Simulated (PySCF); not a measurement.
SMILES CC[O][GeH3], singlet at its PBE0/def2-SVP optimised geometry (Å):

```
12

Ge    -1.8697    -0.4685     0.0000
O     -0.0871    -0.4685     0.0000
C      0.6176     0.1326    -1.0573
C      2.1020    -0.0080    -0.8065
H     -2.3795     0.9889     0.0000
H     -2.3793    -1.2022    -1.2593
H     -2.2611    -1.2068     1.2848
H      0.3559    -0.3389    -2.0274
H      0.3542     1.2068    -1.1501
H      2.3795    -1.0705    -0.7377
H      2.6831     0.4544    -1.6190
H      2.3776     0.4773     0.1417
```

Level of theory: PBE0/def2-TZVP run with PySCF.

Map of the log10 of the electron density (e/bohr³), floored at −4 on the plane z = 1.0 Å:

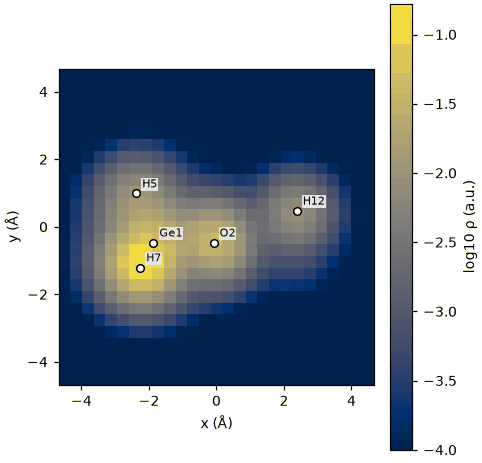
Fig. 1. Log10 of the electron density (e/bohr³), floored at −4 on the plane z = 1.0 Å.
